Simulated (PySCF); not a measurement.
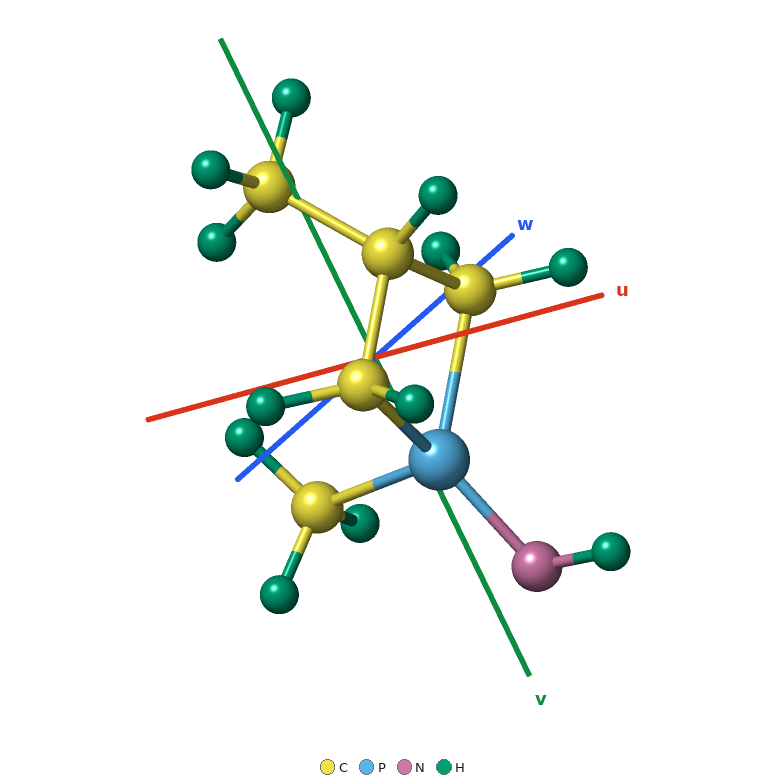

The lines u, v and w are the principal axes of the static dipole polarisability. Computed geometry: GFN2-xTB optimisation. No frequency run is at hand to confirm it as a minimum. Computed with ωB97X-D/def2-SVPD (PySCF 2.14.0).

Question. Along which axis is the molecule most polarisable, and along which least?

Answer. Most along v, least along w.

Question. Give the three principal values.

Answer. u 83.9, v 104.1, w 79.9 bohr³; mean 89.3, anisotropy 22.4 bohr³.

The geometry is semi-empirical. Around P such bond lengths and angles can be off by a tenth of an ångström or more and by several degrees, and values that hang on the shape move with them.
